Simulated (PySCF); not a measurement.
The calculation's input:

```
{"job": {"kind": "nmr", "xc": "PBE0", "basis": "pcSseg-1"}, "charge": 0, "multiplicity": 1}
Cl    -3.402744     0.162765    -1.514433
C     -1.657739     0.077129    -1.959519
C     -0.863496     0.806441    -0.944042
C      0.064969     0.265230    -0.141680
C      0.851056     1.000739     0.849143
C      1.695652     0.140059     1.440320
C      1.493738    -1.183975     0.868990
C      0.532096    -1.117918    -0.067668
H     -1.398585    -0.977133    -2.022604
H     -1.577912     0.548422    -2.940225
H     -1.089460     1.861262    -0.850875
H      0.738519     2.051793     1.035269
H      2.413175     0.357737     2.210404
H      2.042819    -2.057426     1.171408
H      0.153499    -1.927134    -0.662056
```

Launched as:

```sh
OMP_NUM_THREADS=1 python probes_run.py task.json out
```

Geometry: GFN2-xTB.

Computed with PySCF 2.14.0, PBE0/pcSseg-1, SCF density, gas phase, non-relativistic.

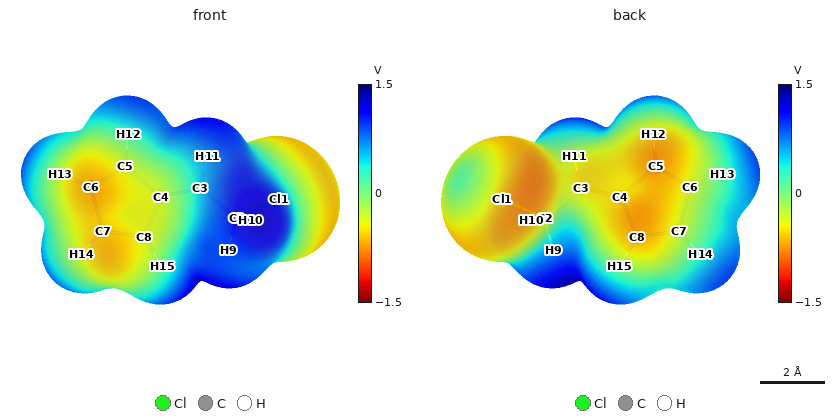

C$_{7}$H$_{7}$Cl (SMILES ClCC=C1C=CC=C1). The electrostatic potential painted on the density surface at 0.002 e/bohr³, seen from the front and from behind; red is negative and blue positive.

**Which sites attract a positive test charge, and which a negative one?**

A positive charge is drawn to the negative regions and a negative charge to the positive ones. The most negative region (about −0.8 V) lies over the C and Cl atoms, the most positive (about +1.3 V) over H9 and H15. Cl1 shows a σ-hole: about +0.2 V at the tip opposite its bond, against about −0.6 V on its flanks.
